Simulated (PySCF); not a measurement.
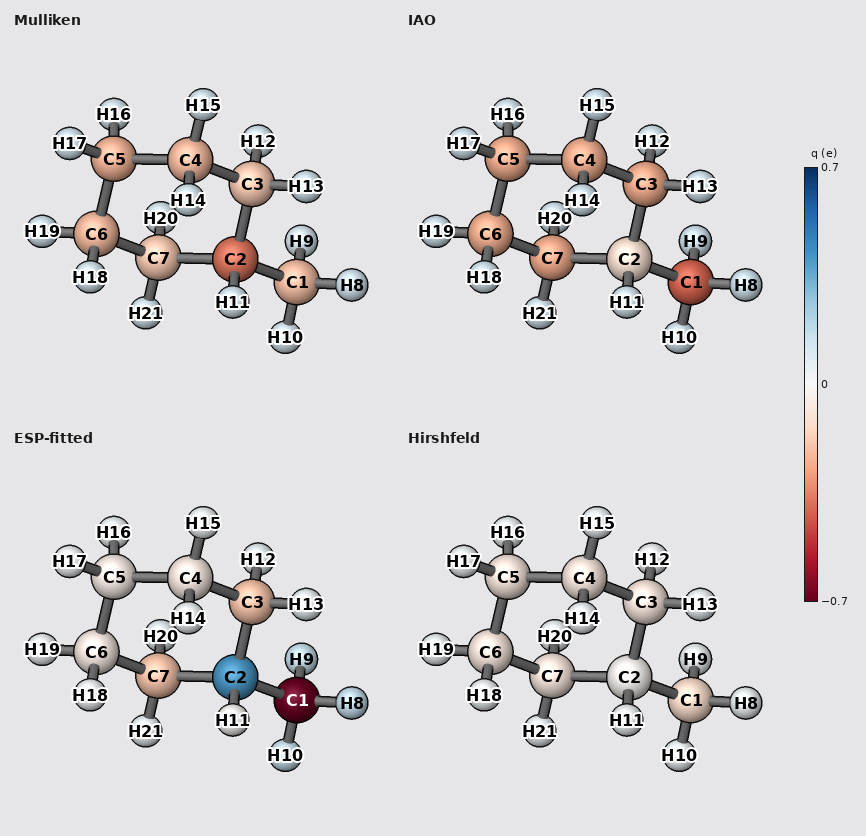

Atomic charges of one calculation by 4 schemes, on one colour scale. The computed structure is the end point of a PBE0-D3(BJ)/def2-SVP optimisation. No frequency run is at hand to confirm it as a minimum. Level of theory: PBE0/pcSseg-1 in chloroform (IEF-PCM) (PySCF 2.14.0).

On which atom do the schemes disagree most?

On C2 (from −0.37 to 0.41 e).

List the charges (e), one line for each set of equivalent atoms.

| atom | Mulliken | IAO | ESP-fitted | Hirshfeld |
| --- | --- | --- | --- | --- |
| C1 | −0.21 | −0.41 | −0.70 | −0.12 |
| C2 | −0.37 | −0.09 | 0.41 | −0.02 |
| C3, C7 | −0.18 | −0.25 | −0.19 | −0.07 |
| C4, C6 | −0.21 | −0.25 | −0.06 | −0.07 |
| C5 | −0.23 | −0.25 | −0.05 | −0.07 |
| H8, H10 | 0.12 | 0.13 | 0.16 | 0.04 |
| H9 | 0.11 | 0.13 | 0.15 | 0.04 |
| H11 | 0.11 | 0.12 | −0.02 | 0.03 |
| H12, H20 | 0.11 | 0.12 | 0.06 | 0.03 |
| H13, H21 | 0.12 | 0.13 | 0.05 | 0.04 |
| H14, H18 | 0.11 | 0.12 | 0.03 | 0.03 |
| H15, H19 | 0.12 | 0.13 | 0.03 | 0.04 |
| H16 | 0.11 | 0.12 | 0.03 | 0.03 |
| H17 | 0.12 | 0.13 | 0.02 | 0.04 |
